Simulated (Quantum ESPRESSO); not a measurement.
# H (Cmcm): zone-centre phonons

Aim: the zone-centre modes of H (Cmcm).

Main program and level: Quantum ESPRESSO 7.5; DFT LDA, scalar-relativistic, plane waves, PseudoDojo norm-conserving pseudopotentials.

### Step 1. The starting structure

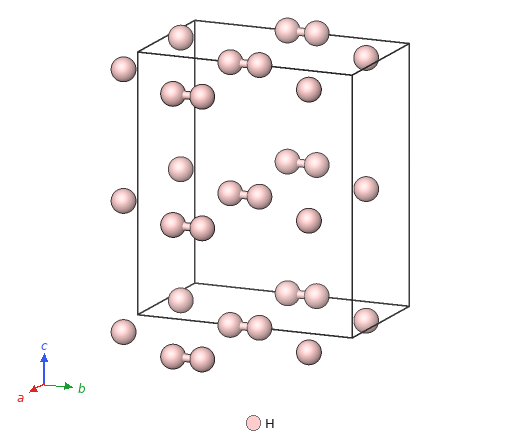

The starting structure, seen slightly off an axis (hydrogen pink). 2×1×1 cells are drawn. This picture shows the conventional cell, with its axes. Bonds to atoms that aren't drawn are left out. Some periodic images of atoms are drawn too.

### Step 2. A first look

Before anything dear is run, a loose run with smearing shows whether this is a metal and how far the cell is from rest.

File probe.in:

```
&control
   calculation = 'scf'
   prefix = 'x'
   outdir = './tmp'
   pseudo_dir = './pseudo'
   tprnfor = .true.
   tstress = .true.
   verbosity = 'high'
/
&system
   ibrav = 0
   nat = 4
   ntyp = 1
   ecutwfc = 62.0
   occupations = 'smearing'
   smearing = 'gaussian'
   degauss = 0.01
/
&electrons
   conv_thr = 1.0d-07
   mixing_beta = 0.7
   electron_maxstep = 100
/
ATOMIC_SPECIES
 H       1.0080  H.upf
CELL_PARAMETERS angstrom
     1.648531860   -2.731688230    0.000000000
     1.648531860    2.731688230    0.000000000
     0.000000000    0.000000000    6.313768620
ATOMIC_POSITIONS crystal
 H      0.567808500   0.432191500   0.999514950
 H      0.432191500   0.567808500   0.000485050
 H      0.432191500   0.567808500   0.499514950
 H      0.567808500   0.432191500   0.500485050
K_POINTS automatic
 6 6 4 0 0 0
```

Run with:

```bash
$ OMP_NUM_THREADS=1 mpirun -n 4 pw.x -nk 4 -in probe.in > probe.out
```

The program printed:

```text
[banners, grids, parts of the stress and lines that vanish by symmetry left out]
Program PWSCF v.7.5
     Message from routine setup:
     using ibrav=0 with symmetry is DISCOURAGED, use correct ibrav instead
[...]
kinetic-energy cutoff     =      62.0000  Ry
     charge density cutoff     =     248.0000  Ry
     scf convergence threshold =      1.0E-07
[...]
Exchange-correlation= SLA  PW   NOGX NOGC
                           (   1   4   0   0   0   0   0)
[...]
8 Sym. Ops., with inversion, found ( 4 have fractional translation)
[...]
(     0          1          0      )
                  (     0          0          1      )
[...]
( -0.0000000  1.0000000  0.0000000 )
                  (  0.0000000  0.0000000  1.0000000 )
[...]
(     0         -1          0      )       ( -0.0000000 )
[...]
(     0          0          1      )
[...]
(  0.0000000  1.0000000  0.0000000 )
                  (  0.0000000  0.0000000  1.0000000 )
[...]
number of k points=    39  Gaussian smearing, width (Ry)=  0.0100
[...]
End of self-consistent calculation
[...]
the Fermi energy is    -6.3182 ev
!    total energy              =      -4.55706627 Ry
[...]
convergence has been achieved in   5 iterations
[...]
atom    1 type  1   force =     0.00000000   -0.03618694   -0.00030692
     atom    2 type  1   force =     0.00000000    0.03618694    0.00030692
     atom    3 type  1   force =    -0.00000000    0.03618694   -0.00030692
     atom    4 type  1   force =    -0.00000000   -0.03618694    0.00030692
[...]
Total force =     0.072376     Total SCF correction =     0.000000
[...]
total   stress  (Ry/bohr**3)                   (kbar)     P=        7.19
[...]
XML data file, charge density, pseudopotentials, collected wavefunctions

   JOB DONE.
```

Wall time 2.3 s (4 MPI ranks of Arm Neoverse V1, shared host).

Read from the output:

```yaml
volume_per_atom: 14.22 Å³
pressure: 0.7193 GPa
gap_on_the_k_mesh: 7.817 eV
```

A gap of 7.8 eV opens on this mesh, so the crystal is taken as an insulator; the start stands at 0.72 GPa.

### Step 3. Relaxing the cell and atoms

The harmonic expansion starts where the forces on the atoms vanish, and stress shifts the frequencies, so cell and atoms are relaxed with tight thresholds.

File relax.in:

```
&control
   calculation = 'vc-relax'
   prefix = 'x'
   outdir = './tmp'
   pseudo_dir = './pseudo'
   tprnfor = .true.
   tstress = .true.
   forc_conv_thr = 2.0d-05
   etot_conv_thr = 1.0d-07
   nstep = 40
/
&system
   ibrav = 0
   nat = 4
   ntyp = 1
   ecutwfc = 62.0
   occupations = 'fixed'
   nbnd = 4
/
&electrons
   conv_thr = 1.0d-11
   mixing_beta = 0.7
   electron_maxstep = 100
/
&ions
/
&cell
   press_conv_thr = 0.1
/
ATOMIC_SPECIES
 H       1.0080  H.upf
CELL_PARAMETERS angstrom
     1.648531860   -2.731688230    0.000000000
     1.648531860    2.731688230    0.000000000
     0.000000000    0.000000000    6.313768620
ATOMIC_POSITIONS crystal
 H      0.567808500   0.432191500   0.999514950
 H      0.432191500   0.567808500   0.000485050
 H      0.432191500   0.567808500   0.499514950
 H      0.567808500   0.432191500   0.500485050
K_POINTS automatic
 8 8 4 0 0 0
```

Run with:

```bash
$ OMP_NUM_THREADS=1 mpirun -n 4 pw.x -nk 4 -in relax.in > relax.out
```

The program printed:

```text
[banners, grids, parts of the stress and lines that vanish by symmetry left out]
[banner, memory and clock lines left out]
Program PWSCF v.7.5

[...]
kinetic-energy cutoff     =      62.0000  Ry
     charge density cutoff     =     248.0000  Ry
     scf convergence threshold =      1.0E-11
[...]
energy convergence thresh.=      1.0E-07
     force convergence thresh. =      2.0E-05
     press convergence thresh. =      1.0E-01
     Exchange-correlation= SLA  PW   NOGX NOGC
                           (   1   4   0   0   0   0   0)
[...]
8 Sym. Ops., with inversion, found ( 4 have fractional translation)
[...]
number of k points=    63
[...]
End of self-consistent calculation
[...]
highest occupied, lowest unoccupied level (ev):    -8.2935   -0.4847
!    total energy              =      -4.55706740 Ry
[...]
convergence has been achieved in   7 iterations
[...]
atom    1 type  1   force =     0.00000000   -0.03619495   -0.00030706
     atom    2 type  1   force =     0.00000000    0.03619495    0.00030706
     atom    3 type  1   force =    -0.00000000    0.03619495   -0.00030706
     atom    4 type  1   force =    -0.00000000   -0.03619495    0.00030706
     Total force =     0.072392     Total SCF correction =     0.000000
[...]
total   stress  (Ry/bohr**3)                   (kbar)     P=        7.19
[...]
number of bfgs steps    =   0
[...]
CELL_PARAMETERS (angstrom)
[...]
ATOMIC_POSITIONS (crystal)
H                0.5713143065        0.4286856935        0.9994892139
H                0.4286856935        0.5713143065        0.0005107861
H                0.4286856935        0.5713143065        0.4994892139
H                0.5713143065        0.4286856935        0.5005107861
[...]
New effective cutoffs (rho, wfc):  248.12   62.10
[...]
End of self-consistent calculation
[...]
highest occupied, lowest unoccupied level (ev):    -8.0313   -0.7466
!    total energy              =      -4.55826487 Ry
[...]
convergence has been achieved in   6 iterations
[...]
atom    1 type  1   force =    -0.00000000    0.01785767    0.00013876
     atom    2 type  1   force =    -0.00000000   -0.01785767   -0.00013876
     atom    3 type  1   force =     0.00000000   -0.01785767    0.00013876
     atom    4 type  1   force =     0.00000000    0.01785767   -0.00013876
     Total force =     0.035716     Total SCF correction =     0.000000
[...]
highest occupied, lowest unoccupied level (ev):    -6.5608   -0.3292
!    total energy              =      -4.56298249 Ry
[...]
convergence has been achieved in   4 iterations
[...]
Total force =     0.000068     Total SCF correction =     0.000000
[...]
total   stress  (Ry/bohr**3)                   (kbar)     P=       -0.00
[...]
number of bfgs steps    =  36
[...]
highest occupied, lowest unoccupied level (ev):    -6.5596   -0.3304
!    total energy              =      -4.56298257 Ry
[...]
convergence has been achieved in   4 iterations
[...]
atom    1 type  1   force =    -0.00000000    0.00002990   -0.00002805
     atom    2 type  1   force =     0.00000000   -0.00002990    0.00002805
     atom    3 type  1   force =     0.00000000   -0.00002990   -0.00002805
     atom    4 type  1   force =    -0.00000000    0.00002990    0.00002805
     Total force =     0.000082     Total SCF correction =     0.000000
[...]
total   stress  (Ry/bohr**3)                   (kbar)     P=        0.00
[...]
number of bfgs steps    =  37
[...]
End of self-consistent calculation
[...]
highest occupied, lowest unoccupied level (ev):    -6.5580   -0.3317
!    total energy              =      -4.56298270 Ry
[...]
convergence has been achieved in   4 iterations
[...]
atom    1 type  1   force =    -0.00000000    0.00004428   -0.00003143
     atom    2 type  1   force =     0.00000000   -0.00004428    0.00003143
[...]
Total force =     0.000109     Total SCF correction =     0.000000
[...]
total   stress  (Ry/bohr**3)                   (kbar)     P=        0.00
[...]
number of bfgs steps    =  38
[...]
CELL_PARAMETERS (angstrom)
[...]
ATOMIC_POSITIONS (crystal)
[...]
New effective cutoffs (rho, wfc):  340.31   85.44
[...]
End of self-consistent calculation
[...]
highest occupied, lowest unoccupied level (ev):    -6.5558   -0.3333
!    total energy              =      -4.56298289 Ry
[...]
convergence has been achieved in   5 iterations
[...]
atom    3 type  1   force =     0.00000000   -0.00006923   -0.00003628
     atom    4 type  1   force =    -0.00000000    0.00006923    0.00003628
     Total force =     0.000156     Total SCF correction =     0.000000
[...]
total   stress  (Ry/bohr**3)                   (kbar)     P=        0.00
[...]
number of bfgs steps    =  39
[...]
End of BFGS Geometry Optimization
[...]
CELL_PARAMETERS (angstrom)
[...]
ATOMIC_POSITIONS (crystal)
[...]
H                0.4173786815        0.5826213185        0.4980110713
H                0.5826213185        0.4173786815        0.5019889287
[...]
New effective cutoffs (rho, wfc):  340.21   85.41

     XML data file, charge density, pseudopotentials, collected wavefunctions
```

The job ended after 54 s (4 MPI ranks).

The run stopped without converging: the relaxation ran out of steps.

### Step 4. Summary of results

- last step: not converged: the relaxation ran out of steps

The chain ended before any phonons were found, so nothing is said of the vibrations.

[Host names and launcher messages were left out of these logs when they were recorded.]

[Logs are printed without paths, hosts, clocks, repeated set-up lines and the standing remarks that a program may print on its own settings, such as how far it seeks lower states.]

[Hosts, paths, dates, database ids (printed as entryN), source tags and the programs' standing remarks are cut or masked in the printed files.]
